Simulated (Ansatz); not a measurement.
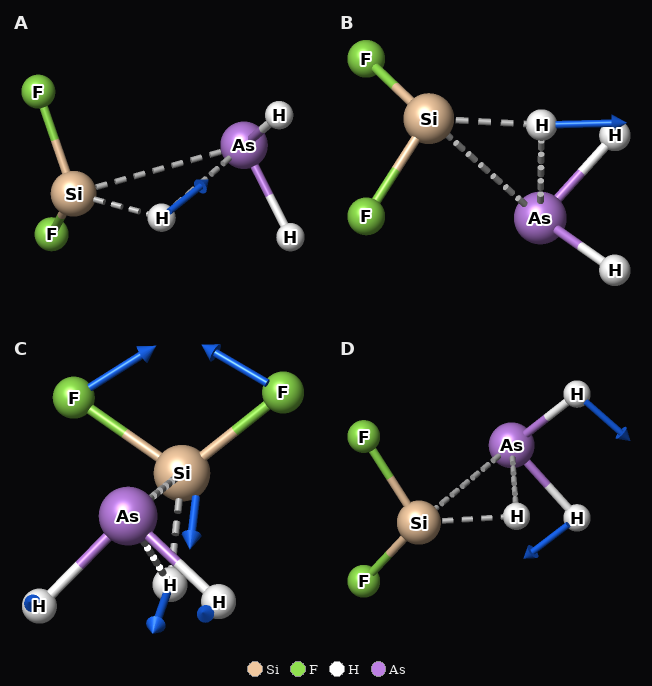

4 normal modes of one molecule or complex, as arrows. Broken sticks mark bonds that form or break. Harmonic vibrations computed with RKS PBE0-D4/def2-TZVP (Ansatz 0.2.0) at a stationary point of the same level. It is a saddle point of order 1.

Match the panels to the wavenumbers 952i cm⁻¹, 101 cm⁻¹, 306 cm⁻¹, 2103 cm⁻¹.

Answer. A: 952i cm⁻¹
B: 2103 cm⁻¹
C: 306 cm⁻¹
D: 101 cm⁻¹
